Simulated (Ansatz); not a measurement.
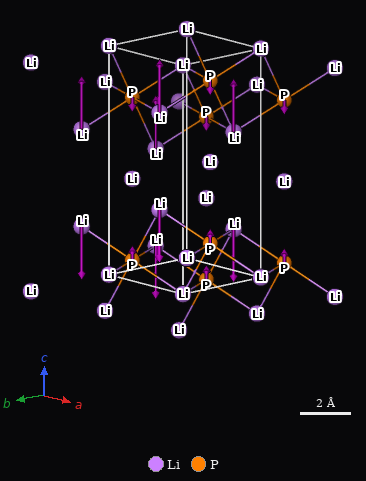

This is a relaxation of crystalline Li2P (a generated structure, set up in P-6m2) (coarse preliminary run). The starting structure is drawn; purple arrows show the displacements (the part carried along by the change of the cell is left out), magnified 5 times.

A ball-and-stick model of the cell of the calculation, repeated 2 × 2 × 1 with one cell outlined, seen from a free direction.

These are results of DFT PBE, scalar-relativistic, plane waves, PAW (Ansatz), not measurements. Set-up: plane-wave cutoff 420 eV; k-point mesh 6 × 6 × 2; occupations gaussian; smearing width 0.1 eV; no spin polarisation; cell and atoms relaxed; force threshold 0.04 eV/Å; at most 70 steps.

**Which element moves most?**

Lithium: up to 0.48 Å, against 0.14 Å for phosphorus.

**What did the optimiser do to the structure, and how much energy did it gain?**

After 11 accepted moves (14 points after the start) the energy has fallen by 2.440 eV per cell of the calculation. Largest force component: 0.51 eV/Å at the start, 0.0093 eV/Å at the end. Pressure: −1.23 GPa at the start and 0.04 GPa at the end. The line search rejected the trial step at point 12 of the run. The SCF was repeated twice at an unchanged geometry on a basis and grid sized afresh for the cell, which shifted the energy by 38.2 meV per cell of the calculation at most. The largest moves relative to the cell, 0.48 Å, are those of Li atoms. Largest moves by element: Li 0.48 Å, P 0.14 Å. The volume changes by +2.3 %, with a = b 3.525 → 4.289 Å (+21.7 %), c 10.079 → 6.965 Å (−30.9 %). Some distances before and after: Li–P 3.588 → 2.343 Å, P–P 2.904 → 2.278 Å, Li–P 2.500 → 2.726 Å, Li–P 2.500 → 2.507 Å. New bonds form: Li–P (3.59 → 2.34 Å). Bond angles that change, for instance: P–Li–P 89.7° → 117.6°, Li–P–Li 89.7° → 117.6°, Li–P–Li 90.3° → 67.4°. The space group stays P-6m2 (No. 187). Cost: 26 s on 1 thread of Intel(R) Xeon(R) 6975P-C (Granite Rapids), with other jobs on the host, peak memory 0.37 GiB.
